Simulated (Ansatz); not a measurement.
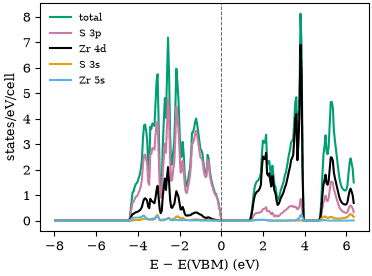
Total and projected density of states of ZrS2 (CdI2 type, space group No. 164), the program Ansatz at the r²SCAN level (PAW)

Task: Which orbitals carry the states next to the gap?

Result: Top 1 eV of the valence band: S 3p 92 %, Zr 4d 5 %. Bottom 1 eV of the conduction band: Zr 4d 77 %, S 3p 17 %. Projections are on Löwdin-orthogonalised atomic valence shells; empty p or d shells of many metals are not among them.

Task: Where is the tallest occupied peak in this window, and what makes it?

Result: Near -2.6 eV, about 7.2 states/eV per cell; the largest projected share is S 3p.

Space group P-3m1 (CdI2 type). The cell was relaxed with r²SCAN under the symmetry of its start. No spin polarisation was allowed. A crystal of weakly bound layers computed without a dispersion correction: the cell and the soft elastic constants depend strongly on that. Spin–orbit coupling is left out wherever it is not named.

Potentials: the earlier of the program's two PAW sets.
